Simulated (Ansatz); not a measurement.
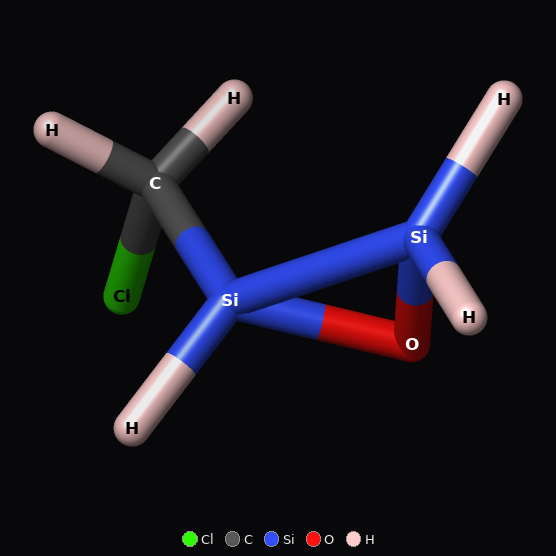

The structure as it stands in the input.

Ansatz 0.2.0 input:

```yaml
crystal:
  periodic: [false, false, false]
  atoms:
    - {symbol: Cl, position_ang: [-1.728629, -1.482678, -1.973266]}
    - {symbol: C, position_ang: [-1.437448, -0.067101, -0.880995]}
    - {symbol: Si, position_ang: [-0.139108, -0.544357, 0.409622]}
    - {symbol: O, position_ang: [1.485531, -0.527241, -0.189619]}
    - {symbol: Si, position_ang: [1.569112, 0.769764, 0.975385]}
    - {symbol: H, position_ang: [-2.403510, 0.212231, -0.413518]}
    - {symbol: H, position_ang: [-1.086659, 0.782144, -1.499808]}
    - {symbol: H, position_ang: [-0.533530, -1.815372, 1.101476]}
    - {symbol: H, position_ang: [2.514594, 0.507148, 2.113236]}
    - {symbol: H, position_ang: [1.842647, 2.114262, 0.360387]}
basis:
  gaussian: {orbitals: def2-TZVP}
hamiltonian: {xc: pbe0, dispersion: d4}
relax: {f_tol: 0.005, max_steps: 150}
```

Command:

```sh
ansatz run in.yaml --threads 4 --pin off --events-out ev --progress --plain --max-ram 10444MiB
```

What the program printed (its end):

```
1355 factors; their error is unknown
mean field -31432.05743922 eV, -1155.1068054776 hartree, gradient 3.8e-5 eV, S^2 0.000000; 1 other end points of the search recorded, 0 dependent functions left out
the calculation of the forces begins
reference -31432.05747432 eV, -1155.1068067675 hartree; 32, 32 occupied and 171, 171 virtual orbitals, 1355 factors
Total energy: -31432.28151387 eV, -1155.1150400690 hartree
Atom 0 at    -1.676553    -1.457730    -1.965220 Å, force    -0.000011    -0.000343    -0.000255 eV/Å
Atom 1 at    -1.425220    -0.066125    -0.871132 Å, force     0.000334     0.003781     0.002439 eV/Å
Atom 2 at    -0.138115    -0.523174     0.410197 Å, force     0.000402    -0.001886    -0.001155 eV/Å
Atom 3 at     1.447092    -0.509281    -0.166229 Å, force    -0.000179     0.000141    -0.000183 eV/Å
Atom 4 at     1.557356     0.756090     0.961132 Å, force    -0.000804     0.000556     0.000986 eV/Å
Atom 5 at    -2.385758     0.175225    -0.413593 Å, force     0.000359    -0.001147    -0.000817 eV/Å
Atom 6 at    -1.102432     0.780820    -1.476542 Å, force    -0.000317    -0.001158    -0.000703 eV/Å
Atom 7 at    -0.533742    -1.776338     1.094559 Å, force    -0.000357     0.000095     0.000273 eV/Å
Atom 8 at     2.495268     0.491356     2.079678 Å, force     0.000241     0.000186    -0.000285 eV/Å
Atom 9 at     1.845103     2.077957     0.350050 Å, force     0.000333    -0.000226    -0.000298 eV/Å
Dipole moment:    -0.161734     0.402100     0.311335 e Å
```
